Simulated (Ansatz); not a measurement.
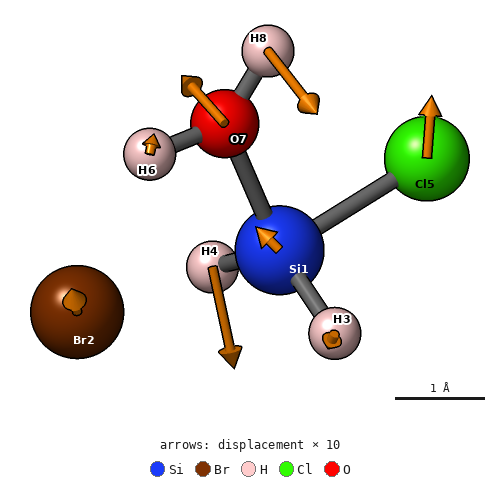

A constrained relaxation of SiH4OBrCl. The starting structure is drawn; orange arrows show the displacements, 10 times their true length. The two geometries are superimposed by the best rigid fit.

A ball-and-stick model, seen at a tilt.

The reaction that was planned forms Si1–O7, Br2–H6 and breaks Si1–Br2, H6–O7 (atoms numbered from 1 in input order).

Computed with RKS PBE0-D4/def2-SVP in Ansatz 0.2.0. Settings: held fixed: the distance between atoms 1 (Si) and 7 (O), the distance between atoms 2 (Br) and 6 (H), the distance between atoms 1 (Si) and 2 (Br), the distance between atoms 6 (H) and 7 (O), counting from 1; force threshold 0.04 eV/Å; at most 150 steps.

What did the optimiser do to the structure, and how much energy did it gain?

H8 moves most after the best rigid fit: 0.13 Å. By element the largest moves are H 0.13 Å, O 0.10 Å, Cl 0.07 Å, Br 0.05 Å, Si 0.04 Å. Near-neighbour distances that change, for instance: Si1–Cl5 2.076 → 2.124 Å, Si1–H3 1.445 → 1.473 Å. Bond angles that change, for instance: H3–Si1–H4 132.0° → 124.8°, Si1–O7–H8 126.4° → 121.3°, H6–O7–H8 126.6° → 121.8°. Over 6 geometry steps the energy falls by 1.58 kcal/mol. Largest force component: 0.71 eV/Å at the start, 0.019 eV/Å at the end. Cost: 13 s on 4 threads of Intel Xeon @ 2.70GHz (shared host).
